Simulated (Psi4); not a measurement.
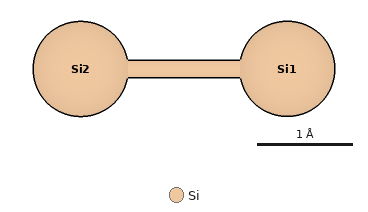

Fig. 1: The structure (ball-and-stick view, seen on its broad side; atoms are numbered from 1 in the order of the input).

# Single-point calculation of Si₂

- system: Si₂ (disilicon), multiplicity 3
- method: B3LYP/pcseg-2, UKS (Psi4 1.11)

The geometry comes from this level: GFN2-xTB.

Input (calc.inp)
```
memory 1.6 GB

molecule geom {
  0 3
  Si     0.000000     0.000000     0.000000
  Si     0.000000     0.000000     2.174210
  units angstrom
  symmetry c1
}

set {
  basis                pcseg-2
  reference            uks
  puream               true
  scf_type             pk
  dft_radial_points    99
  dft_spherical_points 590
  maxiter              100
}

energy('b3lyp')
print_variables()
```

Machine: 1 thread of Intel Xeon (Granite Rapids), 64 GiB of memory available, shared host.

Launched with:
```bash
psi4 calc.inp calc.out -n 1
```

Log
```
Psi4 1.11 release

   => Loading Basis Set <=

    Name: PCSEG-2
    Role: ORBITAL
    Keyword: BASIS

         ---------------------------------------------------------
                                   SCF
                              UKS Reference
                        1 Threads,   1525 MiB Core
         ---------------------------------------------------------

  ==> Geometry <==

    Molecular point group: c1
    Full point group: D_inf_h

    Geometry (in Angstrom), charge = 0, multiplicity = 3:

       Center              X                  Y                   Z               Mass
    ------------   -----------------  -----------------  -----------------  -----------------
         SI           0.000000000000     0.000000000000    -1.087105000000    27.976926534650
         SI           0.000000000000     0.000000000000     1.087105000000    27.976926534650

  Running in c1 symmetry.

  Rotational constants: A = ************  B =      0.25493  C =      0.25493 [cm^-1]
  Rotational constants: A = ************  B =   7642.65429  C =   7642.65429 [MHz]
  Nuclear repulsion =   47.704100933819646

  Charge       = 0
  Multiplicity = 3
  Electrons    = 28
  Nalpha       = 15
  Nbeta        = 13

  ==> Algorithm <==

  SCF Algorithm Type is PK.
  DIIS enabled.
  MOM disabled.
  Fractional occupation disabled.
  Guess Type is SAD.
  Energy threshold   = 1.00e-06
  Density threshold  = 1.00e-06
  Integral threshold = 1.00e-12

  ==> Primary Basis <==

  Basis Set: PCSEG-2
    Blend: PCSEG-2
    Number of shells: 24
    Number of basis functions: 68
    Number of Cartesian functions: 78
    Spherical Harmonics?: true
    Max angular momentum: 3

  ==> DFT Potential <==

   => LibXC <=

    Version 7.1.2

   => Composite Functional: B3LYP <=

    B3LYP Hyb-GGA Exchange-Correlation Functional

    Deriv               =              1
    GGA                 =           TRUE
    Meta                =          FALSE

    Exchange Hybrid     =           TRUE
    MP2 Hybrid          =          FALSE

   => Exchange Functionals <=

    0.0800   Slater exchange
    0.7200         Becke 88

   => Exact (HF) Exchange <=

    0.2000               HF

   => Correlation Functionals <=

    0.1900   Vosko, Wilk & Nusair (VWN5_RPA)
    0.8100   Lee, Yang & Parr

   => LibXC Density Thresholds  <==

    XC_HYB_GGA_XC_B3LYP:  1.00E-15

   => Molecular Quadrature <=

    Radial Scheme          =       TREUTLER
    Pruning Scheme         =           NONE
    Nuclear Scheme         =       TREUTLER

    Blocking Scheme        =         OCTREE
    BS radius alpha        =              1
    Pruning alpha          =              1
    Radial Points          =             99
    Spherical Points       =            590
    Total Points           =         109826
    Total Blocks           =            954
    Max Points             =            255
    Max Functions          =             67
    Weights Tolerance      =       1.00E-15

  ==> Integral Setup <==

  Using in-core PK algorithm.
   Calculation information:
      Number of atoms:                   2
      Number of AO shells:              24
      Number of primitives:             58
      Number of atomic orbitals:        78
      Number of basis functions:        68

      Integral cutoff                 1.00e-12
      Number of threads:                 1

  Performing in-core PK
  Using 5506062 doubles for integral storage.
  We computed 43680 shell quartets total.
  Whereas there are 45150 unique shell quartets.

  ==> DiskJK: Disk-Based J/K Matrices <==

    J tasked:                  Yes
    K tasked:                  Yes
    wK tasked:                  No
    Memory [MiB]:              959
    Schwarz Cutoff:          1E-12

  Cached 100.0% of DFT collocation blocks in 0.180 [GiB].

  Minimum eigenvalue in the overlap matrix is 1.6096386595E-02.
  Reciprocal condition number of the overlap matrix is 4.2713428517E-03.
    Using symmetric orthogonalization.

  ==> Pre-Iterations <==

  SCF Guess: Superposition of Atomic Densities via on-the-fly atomic UHF (no occupation information).

   -------------------------
    Irrep   Nso     Nmo
   -------------------------
     A         68      68
   -------------------------
    Total      68      68
   -------------------------

  ==> Iterations <==

                        Total Energy        Delta E     RMS |[F,P]|

   @UKS iter SAD:  -578.45149596403735   -5.78451e+02   0.00000e+00
   @UKS iter   1:  -578.83193685012679   -3.80441e-01   5.17598e-03 DIIS/ADIIS
   @UKS iter   2:  -578.85163032405171   -1.96935e-02   4.42056e-03 DIIS/ADIIS
   @UKS iter   3:  -578.90939883148064   -5.77685e-02   2.96721e-04 DIIS/ADIIS
   @UKS iter   4:  -578.90959921962894   -2.00388e-04   6.54996e-05 DIIS
   @UKS iter   5:  -578.90961308150190   -1.38619e-05   8.17569e-06 DIIS
   @UKS iter   6:  -578.90961358263053   -5.01129e-07   7.97194e-07 DIIS
  Energy and wave function converged.

  ==> Post-Iterations <==

   Electrons on quadrature grid:
      Nalpha   =   14.9999999301 ; deviation = -6.992e-08
      Nbeta    =   12.9999999275 ; deviation = -7.249e-08
      Ntotal   =   27.9999998576 ; deviation = -1.424e-07

   @Spin Contamination Metric:   4.291675287E-03
   @S^2 Expected:                2.000000000E+00
   @S^2 Observed:                2.004291675E+00
   @S   Expected:                1.000000000E+00
   @S   Observed:                1.000000000E+00

    Orbital Energies [Eh]
    ---------------------

    Alpha Occupied:

       1A    -66.122361     2A    -66.122360     3A     -5.300991
       4A     -5.300728     5A     -3.661456     6A     -3.661320
       7A     -3.660170     8A     -3.658732     9A     -3.655085
      10A     -3.654952    11A     -0.548801    12A     -0.385182
      13A     -0.247018    14A     -0.238072    15A     -0.216008

    Alpha Virtual:

      16A     -0.089802    17A     -0.072741    18A      0.023019
      19A      0.095258    20A      0.122552    21A      0.132262
      22A      0.164228    23A      0.173035    24A      0.181916
      25A      0.198911    26A      0.330721    27A      0.348263
      28A      0.401208    29A      0.419903    30A      0.420874
      31A      0.482736    32A      0.496942    33A      0.497317
      34A      0.629391    35A      0.647269    36A      0.899878
      37A      1.049392    38A      1.065462    39A      1.075508
      40A      1.081655    41A      1.096925    42A      1.112385
      43A      1.419301    44A      1.436887    45A      1.439614
      46A      1.439771    47A      1.558021    48A      1.558094
      49A      1.603987    50A      1.604032    51A      1.679495
      52A      1.725273    53A      1.725522    54A      1.958530
      55A      1.961822    56A      1.978809    57A      2.933381
      58A      2.942656    59A      2.959728    60A      2.959793
      61A      3.016279    62A      3.016304    63A      3.133481
      64A      3.256401    65A      3.268265    66A      3.552015
      67A     11.488248    68A     12.642958

    Beta Occupied:

       1A    -66.118609     2A    -66.118607     3A     -5.296891
       4A     -5.296677     5A     -3.654421     6A     -3.654297
       7A     -3.652947     8A     -3.652821     9A     -3.651332
      10A     -3.649966    11A     -0.501448    12A     -0.340706
      13A     -0.205462

    Beta Virtual:

      14A     -0.151561    15A     -0.149770    16A     -0.061719
      17A     -0.050252    18A      0.038530    19A      0.112865
      20A      0.135039    21A      0.138923    22A      0.184220
      23A      0.187346    24A      0.197930    25A      0.219378
      26A      0.377689    27A      0.384531    28A      0.412085
      29A      0.444646    30A      0.445954    31A      0.513225
      32A      0.518048    33A      0.519193    34A      0.667632
      35A      0.671561    36A      0.929795    37A      1.070432
      38A      1.070906    39A      1.099575    40A      1.112049
      41A      1.117328    42A      1.117735    43A      1.465427
      44A      1.469592    45A      1.472665    46A      1.473786
      47A      1.578225    48A      1.578419    49A      1.623750
      50A      1.623933    51A      1.714079    52A      1.754413
      53A      1.755510    54A      1.990381    55A      2.000661
      56A      2.003268    57A      2.943864    58A      2.947649
      59A      2.964387    60A      2.964716    61A      3.020727
      62A      3.021161    63A      3.143590    64A      3.270872
      65A      3.273346    66A      3.561949    67A     11.496283
      68A     12.653372

    Final Occupation by Irrep:
              A
    DOCC [    13 ]
    SOCC [     2 ]
    NA   [    15 ]
    NB   [    13 ]

  @UKS Final Energy:  -578.90961358263053

   => Energetics <=

    Nuclear Repulsion Energy =             47.7041009338196460
    One-Electron Energy =                -897.0444267575273898
    Two-Electron Energy =                 304.0477746506803669
    DFT Exchange-Correlation Energy =     -33.6170624096030934
    Empirical Dispersion Energy =           0.0000000000000000
    VV10 Nonlocal Energy =                  0.0000000000000000
    Total Energy =                       -578.9096135826305272

  UHF NO Occupations:
  HONO-2 :   13  A 1.9986129
  HONO-1 :   14  A 1.0000000
  HONO-0 :   15  A 1.0000000
  LUNO+0 :   16  A 0.0013871
  LUNO+1 :   17  A 0.0005972
  LUNO+2 :   18  A 0.0001618
  LUNO+3 :   19  A 0.0000002

Computation Completed

Properties will be evaluated at   0.000000,   0.000000,   0.000000 [a0]

Properties computed using the SCF density matrix

 Multipole Moments:

 ------------------------------------------------------------------------------------
     Multipole            Electronic (a.u.)      Nuclear  (a.u.)        Total (a.u.)
 ------------------------------------------------------------------------------------

 L = 1.  Multiply by 2.5417464519 to convert [e a0] to [Debye]
 Dipole X            :         -0.0000000            0.0000000           -0.0000000
 Dipole Y            :          0.0000000            0.0000000            0.0000000
 Dipole Z            :          0.0000000            0.0000000            0.0000000
 Magnitude           :                                                    0.0000000

 ------------------------------------------------------------------------------------

	total time  =          2 seconds =       0.03 minutes

  Variable Map:
  ----------------------------------------------------------------------------
  "CURRENT ENERGY"              =>    -578.909613582631
  "CURRENT REFERENCE ENERGY"    =>    -578.909613582631
  "DD SOLVATION ENERGY"         =>       0.000000000000
  "DFT FUNCTIONAL TOTAL ENERGY" =>    -578.909613582631
  "DFT TOTAL ENERGY"            =>    -578.909613582631
  "DFT VV10 ENERGY"             =>       0.000000000000
  "DFT XC ENERGY"               =>     -33.617062409603
  "GRID ELECTRONS ALPHA"        =>      14.999999930083
  "GRID ELECTRONS BETA"         =>      12.999999927514
  "GRID ELECTRONS TOTAL"        =>      27.999999857597
  "NUCLEAR REPULSION ENERGY"    =>      47.704100933820
  "ONE-ELECTRON ENERGY"         =>    -897.044426757527
  "PCM POLARIZATION ENERGY"     =>       0.000000000000
  "PE ENERGY"                   =>       0.000000000000
  "SCF ITERATION ENERGY"        =>    -578.909613582631
  "SCF ITERATIONS"              =>       6.000000000000
  "SCF TOTAL ENERGY"            =>    -578.909613582631
  "TWO-ELECTRON ENERGY"         =>     304.047774650680
  "XC GRID RADIAL POINTS"       =>      99.000000000000
  "XC GRID SPHERICAL POINTS"    =>     590.000000000000
  "XC GRID TOTAL POINTS"        =>  109826.000000000000

  Array Variable Map:
  ----------------------------------------------------------------------------
  "CURRENT DIPOLE"              =>      -0.000000000000 ... 0.000000000027 1 by 3
  "SCF DIPOLE"                  =>      -0.000000000000 ... 0.000000000027 1 by 3
  "SCF TOTAL ENERGIES"          =>    -578.451495964037 ... -578.909613582631 1 by 7

    Psi4 run time: 0:00:02.83
```

Results in brief

| quantity | value |
| --- | --- |
| outcome | converged |
| total energy | −578.909614 hartree |
| basis functions | 68 |
| ⟨S²⟩ | 2.004 |
| dipole moment | 0.00 D |
| wall time | 3.9 s |
| peak memory | 0.45 GiB |
